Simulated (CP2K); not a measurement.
Consider propene at its PBE geometry (Å).

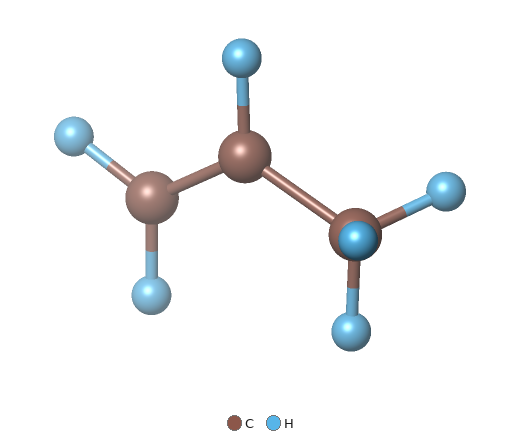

The molecule (carbon brown, hydrogen blue).

```xyz
9

C    -1.1156    0.1005   -0.2003
C     0.1954   -0.0349    0.5115
C     1.3885   -0.1126   -0.0864
H    -1.7878   -0.7373    0.0433
H    -1.6407    1.0185    0.1072
H    -0.9810    0.1290   -1.2901
H     0.1500   -0.0711    1.6049
H     1.4797   -0.0810   -1.1746
H     2.3115   -0.2111    0.4847
```

Method: CP2K XAS_TDP, all-electron GAPW, PBEh(45%), aug-cc-pVDZ, TDA, no relativity.

Predict the bright core excitations at the C K edge.

Leading lines: C1 284.44 eV, C2 281.25 eV and C3 281.07 eV. The leading line of an atom is its first one with 35 % of the strongest within 2.5 eV of its lowest line over the strength cut. 

The first six lines of each atom with a strength over 0.0015:

```csv
atom,energy (eV),states,"strength, one atom"
C1 (bonded to C and 3 H),283.74,1,0.0055
,284.44,1,0.0174
,284.62,1,0.0203
,285.50,1,0.0055
,285.71,1,0.0029
,286.33,1,0.0040
C2 (bonded to 2 C and H),281.25,1,0.0557
,284.20,1,0.0106
,284.96,1,0.0021
,286.18,1,0.0033
,286.53,1,0.0042
,286.94,1,0.0055
C3 (bonded to C and 2 H),281.07,1,0.0490
,283.83,1,0.0054
,284.29,1,0.0155
,284.74,1,0.0017
,285.16,1,0.0040
,285.42,1,0.0046
```

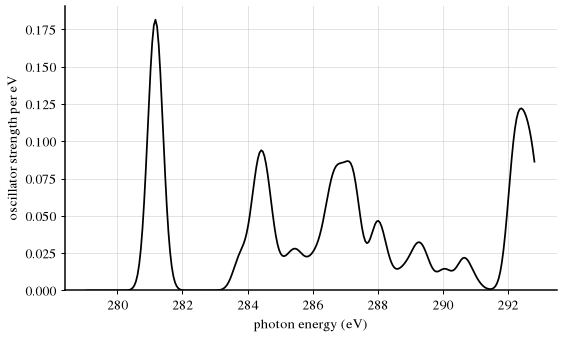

All atoms added, broadened by 0.5 eV.

Lines are vertical, at one geometry, with no vibrational structure. Without a correction of the core level, line positions, and the gaps between valence and Rydberg lines, follow the share of exact exchange. At this level such K lines come out 3 to 6 eV under measured ones. These values hold no scalar relativity, about 0.1 eV for C 1s. Rydberg lines, and the discretised continuum above threshold, depend on the basis and the box.

[Banner, clock and machine lines of the logs are left out without a mark of their own.]

[Logs are printed without paths, hosts, clocks, repeated set-up lines and the standing remarks that a program may print on its own settings, such as how far it seeks lower states.]

[Hosts, paths, dates, database ids (printed as entryN), source tags and the programs' standing remarks are cut or masked in the printed files.]
